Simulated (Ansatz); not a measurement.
# GaH$_{4}$OS (SMILES [OH2+][GaH][SH]) (charge +1): what the fields show

Input file:

```
crystal:
  periodic: [false, false, false]
  atoms:
    - { symbol: O, position_ang: [-1.284, 0.06934, -0.60414] }
    - { symbol: Ga, position_ang: [0.31291, -0.0143, 0.77488] }
    - { symbol: S, position_ang: [-0.7806, 0.04261, 2.68197] }
    - { symbol: H, position_ang: [-1.20643, 0.03857, -1.57264] }
    - { symbol: H, position_ang: [-2.2287, 0.1554, -0.39353] }
    - { symbol: H, position_ang: [1.41146, -0.08465, -0.31738] }
    - { symbol: H, position_ang: [0.29629, 0.02424, 3.47363] }
total_charge: 1
basis:
  gaussian: { orbitals: def2-SVP }
hamiltonian:
  xc: pbe0
  dispersion: d4
relax:
  f_tol: 0.015
  max_steps: 40
output:
  orbitals: {}
```

Run with:

```sh
ansatz run input.yaml --threads 1 --pin off --max-ram 2048MiB --backend cpu --events-out ev --progress --plain --runs-dir out
```

The fields are those of the run's last geometry, not of the input's.

Theory: RKS PBE0-D4/def2-SVP in Ansatz 0.2.0.

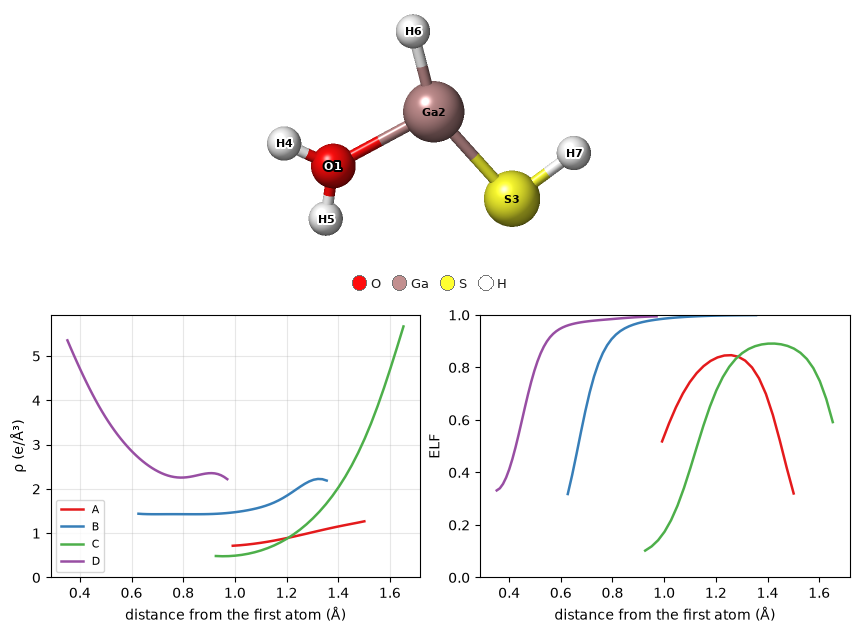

Figure 1. Electron density and electron localisation function along straight lines between neighbouring atoms. The curves leave out the atomic cores. The structure is drawn too.

Which curve belongs to which contact (Ga–O, Ga–S, O–H and S–H)? The first atom named is at distance zero.

Answer. Curve A: Ga–S (2.14 Å): ρ at the midpoint is about 0.76 e/Å³; the ELF peaks at about 0.85 in the valence shell of S, 0.9 Å from its nucleus, and is about 0.70 at the midpoint. Curve B: S–H (1.36 Å): the density is about 1.4 e/Å³ at the midpoint; the ELF climbs to about 1 towards the hydrogen, as it does in any bond to H. Curve C: Ga–O (2.00 Å): ρ is about 0.49 e/Å³ halfway; the ELF peaks at about 0.90 in the valence shell of O, 0.6 Å from its nucleus, and is about 0.15 at the midpoint. Curve D: O–H (0.97 Å): ρ is about 3.8 e/Å³ halfway; the ELF climbs to about 1 towards the hydrogen (a covalent bond by its length).

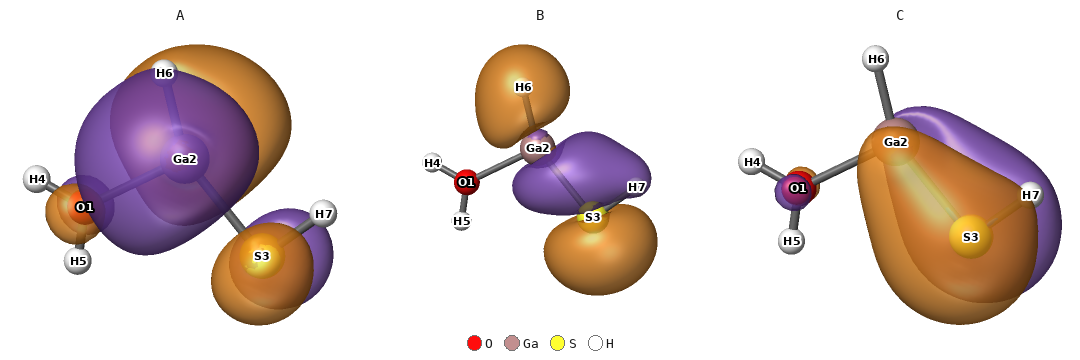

Figure 2. Three frontier orbitals at ±0.08 Å⁻³ᐟ² (orange and purple are the two phases), in no order.

Order the three orbitals by energy and name them.

Answer. B is the HOMO−1 (−14.27 eV). Its weight (Hirshfeld) is mainly on S3 (about 60 %), Ga2 (about 20 %) and H6 (about 15 %); it is symmetric in the molecular plane (an in-plane orbital: σ, lone-pair or in-plane π type). C is the HOMO (−12.76 eV). Its weight (Hirshfeld) is mainly on S3 (about 80 %) and Ga2 (about 15 %); it changes sign across the molecular plane (π type). A is the LUMO (−6.13 eV). By Hirshfeld shares it lies mainly on Ga2 (about 75 %) and S3 (about 15 %); it changes sign across the molecular plane (π type).

What is the HOMO–LUMO gap?

Answer. 6.63 eV between the orbital energies.
